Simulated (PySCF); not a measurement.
C$_{4}$H$_{14}$O$_{2}$Si$_{2}$

Input file:

```
{"job": {"kind": "nmr", "xc": "PBE0", "basis": "pcSseg-1"}, "charge": 0, "multiplicity": 1}
C     -4.030720    -0.333537    -0.701261
O     -2.651490    -0.234897    -0.520037
Si    -1.673931    -1.171434     0.376350
O     -0.167534    -0.654173     0.125105
C      0.346711     0.651528     0.217966
C      1.739047     0.645834    -0.392502
C      2.561280     1.834878     0.088001
Si     2.497921    -1.057070     0.035318
H     -4.372989     0.575742    -1.197648
H     -4.273285    -1.197597    -1.324886
H     -4.548818    -0.440294     0.254731
H     -2.084196    -1.061848     1.781665
H     -1.581411    -2.545758    -0.091838
H      0.406000     0.931519     1.277736
H     -0.328634     1.355232    -0.280823
H      1.634907     0.719409    -1.479038
H      2.724336     1.782019     1.162794
H      2.052310     2.773627    -0.131857
H      3.530682     1.848080    -0.404585
H      2.255931    -1.371779     1.442840
H      2.002774    -2.105497    -0.848889
H      3.950700    -0.924599    -0.160717
```

Command:

```sh
OMP_NUM_THREADS=1 python probes_run.py task.json out
```

Geometry: GFN2-xTB.

Computed with PBE0/pcSseg-1, SCF density, gas phase, non-relativistic in PySCF 2.14.0.

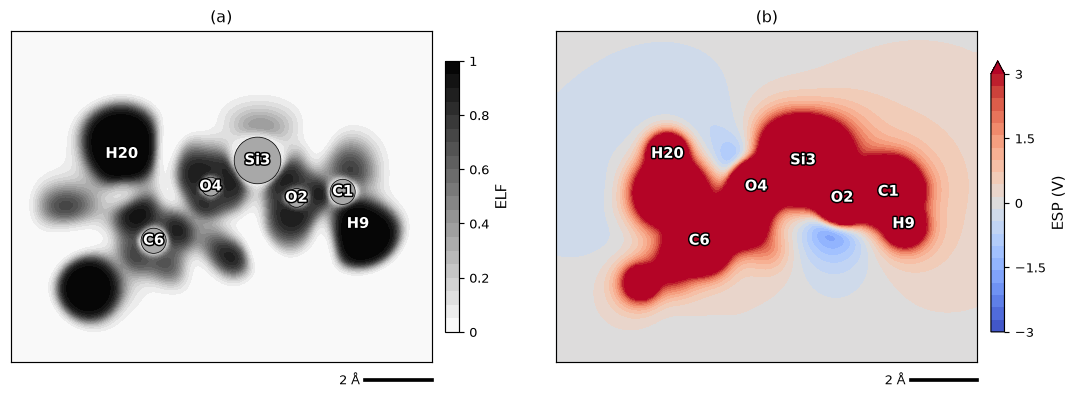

Figure 1. (a) ELF; (b) electrostatic potential on the plane of atoms C1, O2 and Si3. Grey discs cover the atomic cores in the ELF map.

Read the bonding off the picture.

Atoms in the plane: C, O, Si and H.
C–O (1.39 Å): the ELF peaks at about 0.90 between the atoms, as expected for a polar covalent bond.
Si–O (1.61 Å): the ELF peaks at about 0.85 between the atoms; a short, strongly polar bond.
C–H (1.09 Å): the ELF climbs to about 1 towards the hydrogen, as it does in any bond to H (a covalent bond by its length).
The ELF also peaks beside O2 and O4, away from the bonds: lone-pair regions.
Outside the dense part of the molecule the potential is most negative (−1.6 V) near O2.

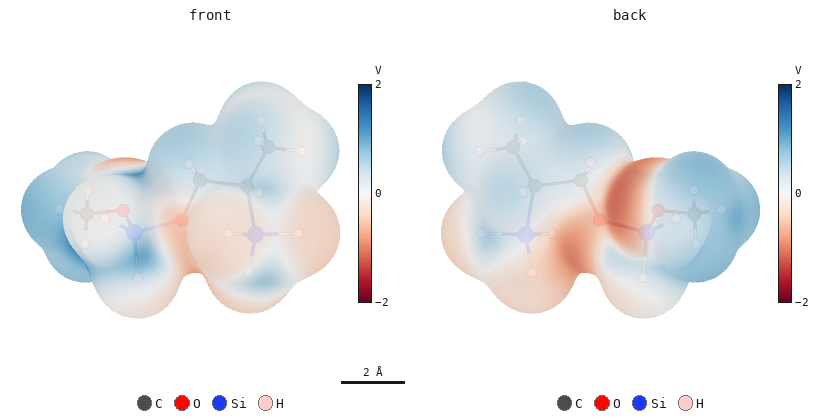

Figure 2. The electrostatic potential painted on the density surface at 0.002 e/bohr³, seen from the front and from behind; the colour scale runs from red (negative) to blue (positive).

Describe the electrostatic potential map.

The most negative region (about −1.1 V) lies over O2, the most positive (about +1.6 V) over Si3. O2 is the likeliest acceptor of a hydrogen bond.

How polar is the molecule by this calculation?

Its dipole moment is 2.43 D.
